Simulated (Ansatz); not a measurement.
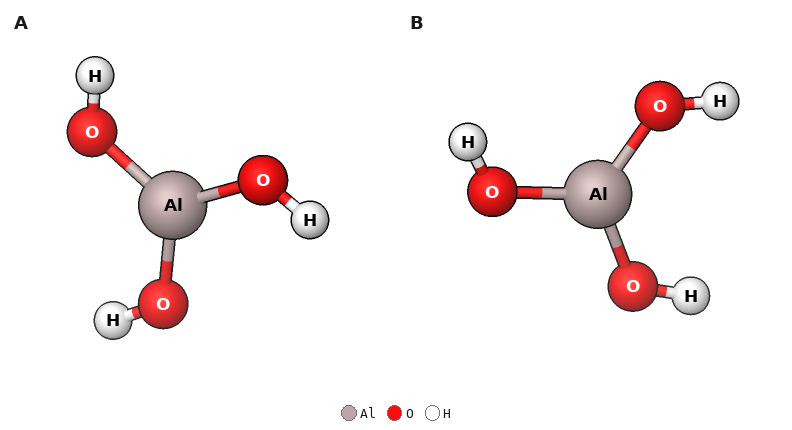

2 stationary structures of one formula. Geometries: PBE0-D4/def2-TZVP. Electronic energies: CCSD(T)/CBS (MP2 limit from def2-TZVPP and def2-QZVPP plus CCSD(T) − MP2) (Ansatz 0.2.0), without zero-point energy.

Which is lowest in energy, and by how much?

A is lowest (C3h, a minimum); B lies 1.4 kcal/mol above it (Cs, a minimum).
